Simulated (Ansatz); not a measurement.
## How Sr(111) screens a field

Aim: image plane and induced charge of Sr(111).

Calculated with Ansatz 0.2.0; plane-wave DFT, PBE, Ansatz PAW.

## 1. Starting point

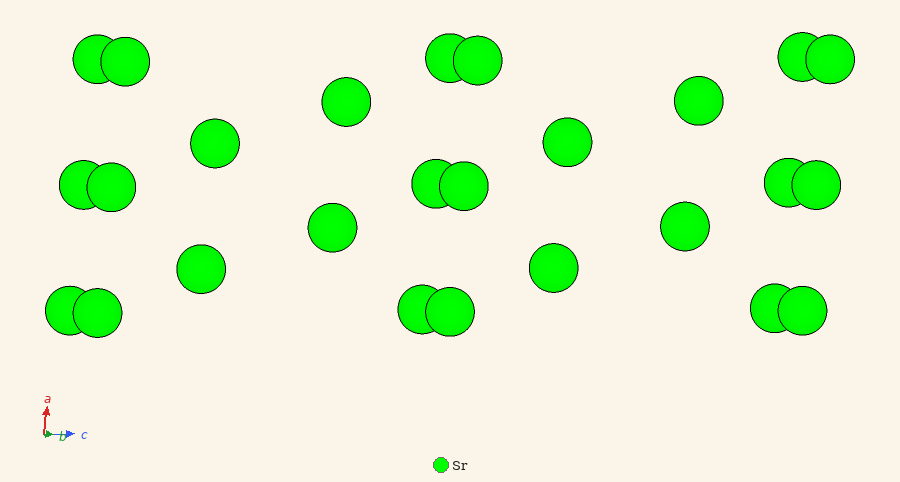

The starting structure, seen from the side, with the c axis across the page (strontium green). 2×1×1 cells are drawn. Some periodic images of atoms are drawn too.

The cell holds 7 atoms: 7 Sr. Its edges and angles: a = 4.299 Å, b = 4.299 Å, c = 39.062 Å, α = 90.0°, β = 90.0°, γ = 60.0°. Vacuum lies along c.

## 2. Atoms held, field 0

A sawtooth potential applies the field, turning back in the middle of the vacuum. With the dipole correction the typed value is the field outside the slab. The induced dipole is small, so the SCF threshold is tight.

input.yaml reads:

```yaml
crystal:
  lattice:
    - [4.2992092296, 0.0, 0.0]
    - [2.1496046148, 3.723224409, 0.0]
    - [0.0, 0.0, 39.06173782]
  atoms:
    - { symbol: Sr, position: [0.0, 0.0, 0.2304044956] }
    - { symbol: Sr, position: [0.3333333333, 0.3333333333, 0.3202696637] }
    - { symbol: Sr, position: [0.6666666667, 0.6666666667, 0.4101348319] }
    - { symbol: Sr, position: [0.0, 0.0, 0.5] }
    - { symbol: Sr, position: [0.3333333333, 0.3333333333, 0.5898651681] }
    - { symbol: Sr, position: [0.6666666667, 0.6666666667, 0.6797303363] }
    - { symbol: Sr, position: [0.0, 0.0, 0.7695955044] }
kpoints:
  mp_grid: { grid: [12, 12, 1] }
hamiltonian:
  xc: pbe
scf:
  occupations: { method: fermi_dirac, width: 0.1 }
  convergence: { dr2_threshold: 1.0e-10 }
efield:
  axis: 3
  dipole_correction: true
  ramp_position: 0.97
  ramp_width: 0.06
  amplitude: 0
output:
  forces: true
  write_potential: true
  write_density: true
  volumetric_format: npy
```

Started as:

```sh
$ ansatz run input.yaml --threads 2 --pin off --max-ram 3072MiB --backend cpu --events-out ev --progress --plain --runs-dir out
```

Numbers of over 12 decimals in the logs are rounded to 6 here.

Output:

```text
Engine: ansatz 0.2.0, aarch64-unknown-linux-gnu
Pseudopotentials: kind: paw
Pseudopotential: Sr, paw, valence charge 10, recommended cutoff 420 eV (normal), Sr.paw.azcp
Functional definition: PBE
  parameter kappa = 0.804
  parameter beta = 0.066725
  exchange = pbe_x(kappa = kappa, mu = beta*pi^2/3)
  correlation = pbe_c(beta = beta)
Crystal: 7 atoms, lattice volume = 625.258 Å³
Basis set: ecut = 420 eV, 12185 PW (Γ), exchange–correlation on 60×60×540 points (8 copies of the dense FFT grid, shifted against one another)
Bands: 42, of which v1, the nominal top of the filled ones, is band 35 counted from 1 (34 counted from 0)
Symmetry: 6 space group operations
k-points: 19 of 144 (time reversal used)
Non-local potential: Sr, projectors of the file, l = 0: 3, l = 1: 2, l = 2: 2
PAW form: soft (Blöchl's): semilocal exchange-correlation on the pseudo side does not see the compensation charge
PAW one-centre angular grid: Sr, 110 points (default); XC on 64 Gauss nodes
Initial density: superposition of atomic densities (neutral atoms: chi_scale 0, normalization atom), corrected by the library's trained network
Initial wavefunctions: pseudopotential atomic-orbital guess
Functional: x = pbe(κ = 0.804, μ = 0.219515), c = pbe(β = 0.066725)
SCF iter   1: F=—  HF=-24809.085916 eV  |F-HF|=—  |Δ(HF+E_count)|=         —  Δρ=2.58e-3  dr2=4.84e0  ethr=1.77e-3  p=0.000 e·Å  D=1.40e-14 V/Å  ΔV_dip=-0.00 eV  dr2_dipole=7.73e-10  V_vac-E_F(+/−)=2.56/2.56 eV  ⟨swp⟩=15.7  Hψ=11481  notcnv=0
efield: sawtooth ramp at fractional position 0.9700 (set: `efield.ramp_position`, or a place that a band, a saddle search or an elastic batch's reference lends), width 0.0600; the density the first Hamiltonian is built on has a dipole p = 0.000 e·Å; the dipole correction subtracts the counter field D = 1.40e-14 V/Å, which shifts the + side's vacuum level by -0.00 eV against the − side's; the planar-averaged density in the ramp window peaks in size at 2.4e-5 e/Å³
automatic band count: the SCF goes on with 49 bands, as 42 were too few: the levels above may hold too much charge
preconditioner: auto → LDOS  [metal: Δε(μ)=0.028 eV  Ē_g=2.212 eV  σ=0.100 eV  W_gap=0.07  n_scr=88 (ndim 8)  ℏωp=5.6 eV  f_vac=0.332  D(μ)=9.93/eV (n_scr^D=26)  β→1.0]
SCF iter   2: F=—  HF=-24809.009251 eV  |F-HF|=—  |Δ(HF+E_count)|=   7.67e-2  Δρ=6.89e-4  dr2=6.73e-3  ethr=1.77e-3  p=0.000 e·Å  D=1.10e-6 V/Å  ΔV_dip=-0.00 eV  dr2_dipole=6.91e-9  V_vac-E_F(+/−)=2.69/2.69 eV  ⟨swp⟩=2.5  Hψ=1115  notcnv=0
SCF iter   3: F=—  HF=-24809.010468 eV  |F-HF|=—  |Δ(HF+E_count)|=   1.22e-3  Δρ=3.90e-4  dr2=4.77e-3  ethr=9.61e-6  p=0.000 e·Å  D=6.03e-7 V/Å  ΔV_dip=-0.00 eV  dr2_dipole=4.54e-9  V_vac-E_F(+/−)=2.70/2.70 eV  ⟨swp⟩=2.6  Hψ=1677  notcnv=0
SCF iter   4: F=—  HF=-24809.010323 eV  |F-HF|=—  |Δ(HF+E_count)|=   1.45e-4  Δρ=1.20e-4  dr2=1.62e-4  ethr=6.81e-6  p=0.000 e·Å  D=5.36e-7 V/Å  ΔV_dip=-0.00 eV  dr2_dipole=2.01e-9  V_vac-E_F(+/−)=2.71/2.71 eV  ⟨swp⟩=2.8  Hψ=1573  notcnv=0
SCF iter   5: F=—  HF=-24809.010308 eV  |F-HF|=—  |Δ(HF+E_count)|=   1.54e-5  Δρ=2.21e-5  dr2=8.59e-6  ethr=2.31e-7  p=0.000 e·Å  D=8.07e-8 V/Å  ΔV_dip=-0.00 eV  dr2_dipole=2.44e-11  V_vac-E_F(+/−)=2.71/2.71 eV  ⟨swp⟩=2.0  Hψ=1522  notcnv=0
SCF iter   6: F=—  HF=-24809.010317 eV  |F-HF|=—  |Δ(HF+E_count)|=   9.03e-6  Δρ=5.01e-6  dr2=1.08e-6  ethr=1.23e-8  p=0.000 e·Å  D=9.73e-8 V/Å  ΔV_dip=-0.00 eV  dr2_dipole=5.09e-11  V_vac-E_F(+/−)=2.71/2.71 eV  ⟨swp⟩=2.3  Hψ=1292  notcnv=0
SCF iter   7: F=—  HF=-24809.009689 eV  |F-HF|=—  |Δ(HF+E_count)|=   6.28e-4  Δρ=1.99e-6  dr2=6.21e-8  ethr=1.55e-9  p=0.000 e·Å  D=6.32e-8 V/Å  ΔV_dip=-0.00 eV  dr2_dipole=2.16e-12  V_vac-E_F(+/−)=2.71/2.71 eV  ⟨swp⟩=2.6  Hψ=1453  notcnv=0
SCF iter   8: F=—  HF=-24809.009689 eV  |F-HF|=—  |Δ(HF+E_count)|=   2.69e-9  Δρ=6.17e-7  dr2=1.35e-8  ethr=8.87e-11  p=0.000 e·Å  D=3.73e-8 V/Å  ΔV_dip=-0.00 eV  dr2_dipole=4.52e-13  V_vac-E_F(+/−)=2.71/2.71 eV  ⟨swp⟩=2.2  Hψ=1446  notcnv=0
SCF iter   9: F=—  HF=-24809.009689 eV  |F-HF|=—  |Δ(HF+E_count)|=   1.30e-9  Δρ=2.12e-7  dr2=1.73e-9  ethr=1.92e-11  p=0.000 e·Å  D=1.46e-8 V/Å  ΔV_dip=-0.00 eV  dr2_dipole=4.21e-14  V_vac-E_F(+/−)=2.71/2.71 eV  ⟨swp⟩=2.0  Hψ=1184  notcnv=0
SCF iter  10: F=-24809.009689 eV  HF=-24809.009689 eV  |F-HF|=2.40e-10  |Δ(HF+E_count)|=  3.86e-10  Δρ=6.93e-8  dr2=6.05e-11  ethr=1.00e-12  p=0.000 e·Å  D=4.81e-9 V/Å  ΔV_dip=-0.00 eV  dr2_dipole=4.47e-13  V_vac-E_F(+/−)=2.71/2.71 eV  ⟨swp⟩=14.4  Hψ=7213  notcnv=0
SCF 1 converged in 10 iterations: F = -24809.009689 eV  dr2 = 6.05e-11
  greatest PAW one-centre occupation: 0.988 electrons in one spin orbital (limit 2), on the Sr atom at site 0 (counted from 0), in its partial waves of l = 0
WARN: The output density's exchange-correlation potential varies sharply where the density is thin. Do not read a vacuum level from v_tot or v_xc, or from such a field of the output density. On a cell that repeats whose density bears no net charge and no dipole along the vacuum's axis use v_es (v_loc + v_h of the components); under efield.dipole_correction with no amplitude use v_es + v_field, which holds any externa [...]
SCF converged after 10 iterations
Free energy (F): -24809.009689 eV
Harris-Foulkes:  -24809.009689 eV  (|F-HF|=2.40e-10)
Internal energy: -24808.689931 eV  (E = F + TS)
E sigma→0 (E₀):  -24808.849810 eV
Entropy (-TS):   -0.319758 eV (-45.680 meV/atom)
Fermi energy:    2.155918 eV
Dipole field:    D = -0.000001 V/Å  (p = -0.000002 e·Å, saw-weighted, corrected)
Work function:   Φ+ = 2.7070 eV   Φ− = 2.7070 eV
Levels:          The Fermi level and band energies are counted from a zero that moves with the ramp; work functions are not
--- Per-component energies (eV) ---
  E_band       = -1163.906616
  E_kinetic    = 1687.518805
  E_local      = -30912.262754  (includes V_loc(G=0)·N_el)
  E_nonlocal   = 1420.169440
  E_hartree    = 14019.122636
  E_xc         = -1196.979948
  E_vxc        = -1112.562355  (∫ρ·V_xc dr)
  E_paw        = -18863.017524  (= ΣΔE_a)
  E_vpaw       = -285.014650  (= ΣTr[D̂ρ^β])
  E_aug_tail   = -0.000008  (compensation charges beyond the density's cutoff)
  E_efield     = 0.000000  (sawtooth field / dipole correction)
  E_vefield    = 0.000000  (∫n·V_field dr)
  E_ewald      = 9036.759422
  E_smearing   = -0.319758  (= −TS)
  E_closure    = -0.000000  (closes the sum)
  Σ components = -24809.009689   (vs F -24809.009689, Δ=0.00e0)
--- Forces (eV/Å), atoms counted from 1 ---
  atom   1  Sr     0.00000000     0.00000000     0.07822820
  atom   2  Sr     0.00000000     0.00000000    -0.05486030
  atom   3  Sr     0.00000000    -0.00000000     0.00022213
  atom   4  Sr     0.00000000    -0.00000000     0.00000024
  atom   5  Sr     0.00000000     0.00000000    -0.00022209
  atom   6  Sr    -0.00000000    -0.00000000     0.05486000
  atom   7  Sr     0.00000000    -0.00000000    -0.07822820
  max |Σ_I F_I| component: 2.28e-8 eV/Å
--- Band table (eV; the first three rows and the last of 19) ---
  k-point 0: bands = [... 31 lower, -0.5345, -0.0688, 0.4250, 0.8613, 2.2164, 2.3739, 2.6549, 2.9619, ... 10 higher]
  k-point 1: bands = [... 31 lower, -0.4423, 0.0222, 0.5169, 0.9584, 2.2190, 2.3949, 2.6794, 2.9792, ... 10 higher]
  k-point 2: bands = [... 31 lower, -0.1761, 0.2832, 0.7778, 1.2323, 2.2276, 2.4541, 2.7462, 3.0170, ... 10 higher]
  k-point 18: bands = [... 31 lower, 2.0647, 2.0647, 2.1338, 2.2075, 2.2075, 2.2787, 2.3793, 2.3793, ... 10 higher]
```

Elapsed: 79 s, on 2 threads of Arm Neoverse N1, shared host; peak memory 0.92 GiB.

The column dr2 measures how far the density is from self-consistency, as an energy; F and HF (Harris–Foulkes) agree once it is small.

This step gave:

| Quantity | Value |
| --- | --- |
| energy at zero smearing | -24808.8498 eV |
| work function, upper face | 2.707 eV |
| dipole along the normal | -1.74e-6 e·Å |

Running mean over 3.51 Å of the planar mean; the ramp of the sawtooth is left out. The electron's electrostatic potential energy less the Fermi level by z:

```csv
z (Å),electron's electrostatic potential energy less the Fermi level (eV)
5.0,2.62
7.5,-2.20
10.0,-4.00
12.5,-3.93
15.0,-3.94
17.5,-3.93
20.0,-3.93
22.5,-3.93
25.0,-3.94
27.5,-3.93
30.0,-4.15
32.5,1.53
35.0,2.69
```

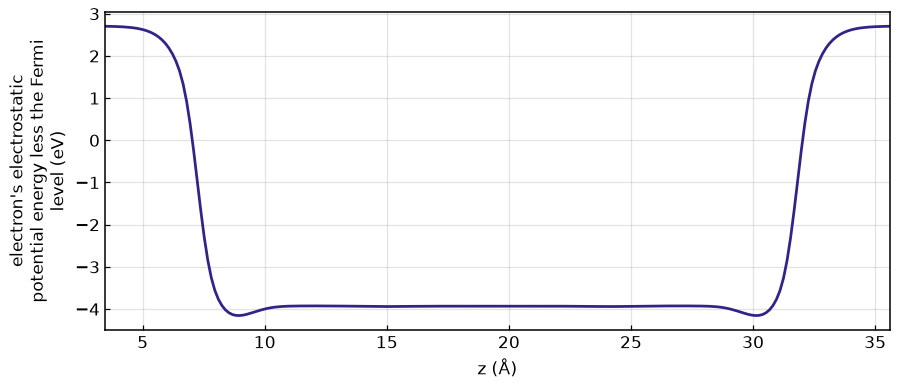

Electron's electrostatic potential energy less the Fermi level, plotted against z.

Force by atom:

```csv
atom,x (eV/Å),y (eV/Å),z (eV/Å),size
Sr1,0.0000,0.0000,0.0782,0.0782
Sr2,0.0000,0.0000,-0.0549,0.0549
Sr3,0.0000,0.0000,0.0002,0.0002
Sr4,0.0000,0.0000,0.0000,0.0000
Sr5,0.0000,0.0000,-0.0002,0.0002
Sr6,0.0000,0.0000,0.0549,0.0549
Sr7,0.0000,0.0000,-0.0782,0.0782
```

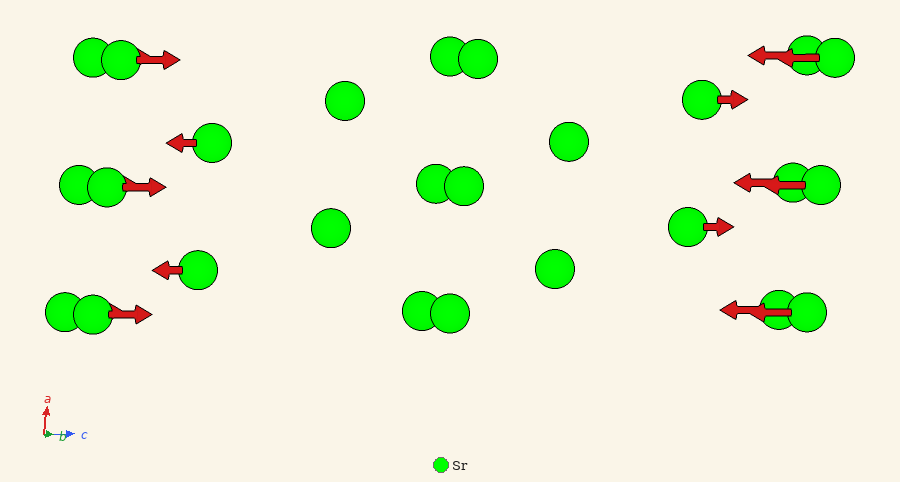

Force as arrows, the longest 0.0782 eV/Å. 2×1×1 cells are drawn. Some periodic images of atoms are drawn too.

The work function of the upper face is 2.71 eV.

## 3. Atoms held, field 0.03 V/Å

Changes to input.yaml since step 2:

```diff
@@ -25,3 +25,3 @@
   ramp_width: 0.06
-  amplitude: 0
+  amplitude: 0.03
 output:
```

Output:

```text
[...]
Crystal: 7 atoms, lattice volume = 625.258 Å³
Basis set: ecut = 420 eV, 12185 PW (Γ), exchange–correlation on 60×60×540 points (8 copies of the dense FFT grid, shifted against one another)
Bands: 42, of which v1, the nominal top of the filled ones, is band 35 counted from 1 (34 counted from 0)
Symmetry: 6 space group operations
k-points: 19 of 144 (time reversal used)
[...]
k-point 0: bands = [... 31 lower, -0.5346, -0.0689, 0.4249, 0.8612, 2.2160, 2.3737, 2.6548, 2.9618, ... 10 higher]
  k-point 1: bands = [... 31 lower, -0.4425, 0.0221, 0.5168, 0.9583, 2.2186, 2.3947, 2.6792, 2.9791, ... 10 higher]
  k-point 2: bands = [... 31 lower, -0.1762, 0.2831, 0.7777, 1.2322, 2.2274, 2.4539, 2.7460, 3.0169, ... 10 higher]
  k-point 18: bands = [... 31 lower, 2.0645, 2.0645, 2.1336, 2.2072, 2.2074, 2.2786, 2.3791, 2.3792, ... 10 higher]
[key lines of the parts left out:]
SCF converged after 13 iterations
Free energy (F): -24809.010750 eV
Fermi energy:    2.155748 eV
Dipole field:    D = 0.020484 V/Å  (p = 0.070780 e·Å, saw-weighted, corrected)
```

Elapsed: 90 s, on 2 threads; peak memory 0.91 GiB.

The dipole is 0.0708 e·Å.

## 4. Single point, field -0.03 V/Å

Changes to input.yaml since step 3:

```diff
@@ -25,3 +25,3 @@
   ramp_width: 0.06
-  amplitude: 0.03
+  amplitude: -0.03
 output:
```

Output:

```text
[...]
Crystal: 7 atoms, lattice volume = 625.258 Å³
Basis set: ecut = 420 eV, 12185 PW (Γ), exchange–correlation on 60×60×540 points (8 copies of the dense FFT grid, shifted against one another)
Bands: 42, of which v1, the nominal top of the filled ones, is band 35 counted from 1 (34 counted from 0)
Symmetry: 6 space group operations
k-points: 19 of 144 (time reversal used)
[...]
k-point 0: bands = [... 31 lower, -0.5346, -0.0689, 0.4249, 0.8612, 2.2160, 2.3737, 2.6548, 2.9618, ... 10 higher]
  k-point 1: bands = [... 31 lower, -0.4425, 0.0221, 0.5168, 0.9583, 2.2186, 2.3947, 2.6792, 2.9791, ... 10 higher]
  k-point 2: bands = [... 31 lower, -0.1762, 0.2831, 0.7777, 1.2322, 2.2274, 2.4539, 2.7460, 3.0169, ... 10 higher]
  k-point 18: bands = [... 31 lower, 2.0645, 2.0645, 2.1336, 2.2072, 2.2074, 2.2786, 2.3791, 2.3792, ... 10 higher]
[key lines of the parts left out:]
SCF converged after 13 iterations
Free energy (F): -24809.010750 eV
Fermi energy:    2.155748 eV
Dipole field:    D = -0.020483 V/Å  (p = -0.070778 e·Å, saw-weighted, corrected)
```

The job ended after 90 s (2 threads; peak memory 0.9 GiB).

The dipole is -0.0708 e·Å.

## 5. Single point, field 0.1 V/Å

Changes to input.yaml since step 4:

```diff
@@ -25,3 +25,3 @@
   ramp_width: 0.06
-  amplitude: -0.03
+  amplitude: 0.1
 output:
```

Output:

```text
[...]
Crystal: 7 atoms, lattice volume = 625.258 Å³
Basis set: ecut = 420 eV, 12185 PW (Γ), exchange–correlation on 60×60×540 points (8 copies of the dense FFT grid, shifted against one another)
Bands: 42, of which v1, the nominal top of the filled ones, is band 35 counted from 1 (34 counted from 0)
Symmetry: 6 space group operations
k-points: 19 of 144 (time reversal used)
[...]
k-point 0: bands = [... 31 lower, -0.5363, -0.0706, 0.4232, 0.8594, 2.2121, 2.3718, 2.6536, 2.9607, ... 10 higher]
  k-point 1: bands = [... 31 lower, -0.4441, 0.0205, 0.5151, 0.9566, 2.2154, 2.3925, 2.6778, 2.9779, ... 10 higher]
  k-point 2: bands = [... 31 lower, -0.1779, 0.2814, 0.7760, 1.2305, 2.2250, 2.4517, 2.7442, 3.0154, ... 10 higher]
  k-point 18: bands = [... 31 lower, 2.0628, 2.0628, 2.1319, 2.2053, 2.2059, 2.2769, 2.3773, 2.3775, ... 10 higher]
[key lines of the parts left out:]
SCF converged after 13 iterations
Free energy (F): -24809.021486 eV
Fermi energy:    2.153964 eV
Dipole field:    D = 0.068295 V/Å  (p = 0.235985 e·Å, saw-weighted, corrected)
```

Wall time 92 s (2 threads); peak memory 0.91 GiB; 3 min of CPU time.

The dipole is 0.236 e·Å.

## 6. Atoms held, field -0.1 V/Å

Changes to input.yaml since step 5:

```diff
@@ -25,3 +25,3 @@
   ramp_width: 0.06
-  amplitude: 0.1
+  amplitude: -0.1
 output:
```

Output:

```text
[...]
Crystal: 7 atoms, lattice volume = 625.258 Å³
Basis set: ecut = 420 eV, 12185 PW (Γ), exchange–correlation on 60×60×540 points (8 copies of the dense FFT grid, shifted against one another)
Bands: 42, of which v1, the nominal top of the filled ones, is band 35 counted from 1 (34 counted from 0)
Symmetry: 6 space group operations
k-points: 19 of 144 (time reversal used)
[...]
k-point 0: bands = [... 31 lower, -0.5363, -0.0706, 0.4232, 0.8594, 2.2121, 2.3718, 2.6536, 2.9607, ... 10 higher]
  k-point 1: bands = [... 31 lower, -0.4441, 0.0205, 0.5151, 0.9566, 2.2154, 2.3925, 2.6778, 2.9779, ... 10 higher]
  k-point 2: bands = [... 31 lower, -0.1779, 0.2814, 0.7760, 1.2305, 2.2250, 2.4517, 2.7442, 3.0154, ... 10 higher]
  k-point 18: bands = [... 31 lower, 2.0628, 2.0628, 2.1319, 2.2053, 2.2059, 2.2769, 2.3773, 2.3775, ... 10 higher]
[key lines of the parts left out:]
SCF converged after 13 iterations
Free energy (F): -24809.021486 eV
Fermi energy:    2.153964 eV
Dipole field:    D = -0.068294 V/Å  (p = -0.235983 e·Å, saw-weighted, corrected)
```

Wall time 92 s (2 threads); peak memory 0.91 GiB.

The dipole is -0.236 e·Å.

## 7. Atoms held, field 0.15 V/Å

Changes to input.yaml since step 6:

```diff
@@ -25,3 +25,3 @@
   ramp_width: 0.06
-  amplitude: -0.1
+  amplitude: 0.15
 output:
@@ -31 +31,2 @@
   volumetric_format: npy
+  elf: true
```

Output:

```text
[...]
Crystal: 7 atoms, lattice volume = 625.258 Å³
Basis set: ecut = 420 eV, 12185 PW (Γ), exchange–correlation on 60×60×540 points (8 copies of the dense FFT grid, shifted against one another)
Bands: 42, of which v1, the nominal top of the filled ones, is band 35 counted from 1 (34 counted from 0)
Symmetry: 6 space group operations
k-points: 19 of 144 (time reversal used)
[...]
k-point 0: bands = [... 31 lower, -0.5386, -0.0728, 0.4209, 0.8571, 2.2067, 2.3691, 2.6519, 2.9591, ... 10 higher]
  k-point 1: bands = [... 31 lower, -0.4464, 0.0182, 0.5128, 0.9542, 2.2109, 2.3895, 2.6758, 2.9762, ... 10 higher]
  k-point 2: bands = [... 31 lower, -0.1801, 0.2792, 0.7738, 1.2281, 2.2218, 2.4486, 2.7416, 3.0134, ... 10 higher]
  k-point 18: bands = [... 31 lower, 2.0604, 2.0604, 2.1295, 2.2028, 2.2036, 2.2745, 2.3748, 2.3752, ... 10 higher]
[key lines of the parts left out:]
SCF converged after 13 iterations
Free energy (F): -24809.036238 eV
Fermi energy:    2.151492 eV
Dipole field:    D = 0.102478 V/Å  (p = 0.354101 e·Å, saw-weighted, corrected)
```

Elapsed: 95 s, on 2 threads; peak memory 0.91 GiB; 3.1 min of CPU time.

Running mean over 3.51 Å of the planar mean, with the applied field; the ramp of the sawtooth is left out. Table of electron's electrostatic potential energy less the Fermi level by z:

```csv
z (Å),electron's electrostatic potential energy less the Fermi level (eV)
5.0,2.44
7.5,-2.20
10.0,-4.00
12.5,-3.93
15.0,-3.94
17.5,-3.93
20.0,-3.93
22.5,-3.93
25.0,-3.94
27.5,-3.93
30.0,-4.15
32.5,1.58
35.0,3.03
```

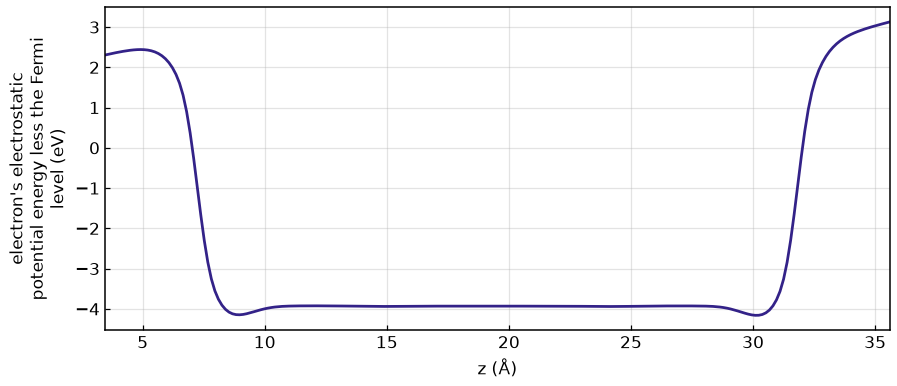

Electron's electrostatic potential energy less the Fermi level, plotted against z.

The dipole is 0.354 e·Å.

(Part 1 of 2 ends here.)

[Logs are printed without paths, hosts, clocks, repeated set-up lines and the standing remarks that a program may print on its own settings, such as how far it seeks lower states.]

[Hosts, paths, dates, database ids (printed as entryN), source tags and the programs' standing remarks are cut or masked in the printed files.]

[Maps of the electrostatic potential energy from Ansatz leave out the sawtooth potential of an applied field or a dipole correction, so their vacuum need not be flat; planar profiles and work functions include it.]
